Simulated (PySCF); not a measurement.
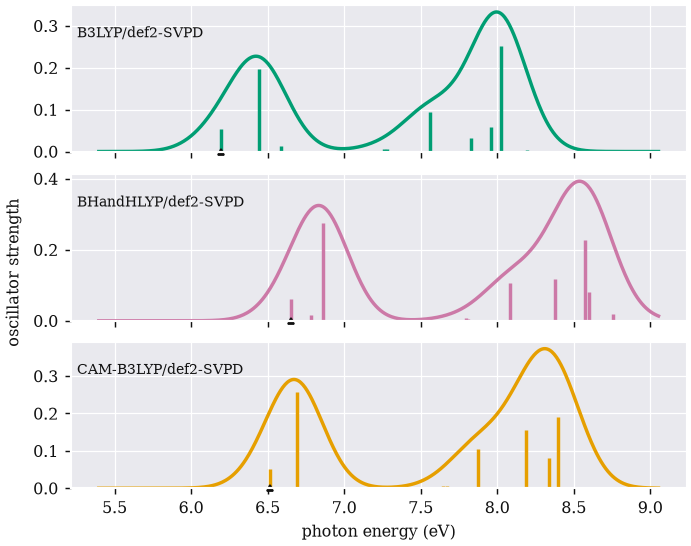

Vertical TDDFT spectra of GePH₅, SMILES [PH2][GeH3], singlet at one geometry and several levels (PySCF, at a PBE0-D3(BJ)/def2-SVP geometry (no frequency check)); sticks with Gaussians of 1/e half-width 0.25 eV, the triangle marks S1, which has the same leading orbital pair at all these levels. Only the lowest states were computed, so the high end is incomplete. States within 0.01 eV of each other are merged, with their strengths summed. The highest state may be half of a pair whose partner wasn't computed.

How far does S1 move with the level of theory?

From lowest to highest: B3LYP/def2-SVPD 6.20 eV, CAM-B3LYP/def2-SVPD 6.52 eV, BHandHLYP/def2-SVPD 6.65 eV; a spread of 0.46 eV.

Limits of at least one run: core orbitals are frozen in the response; states above the negative HOMO energy depend on the basis.
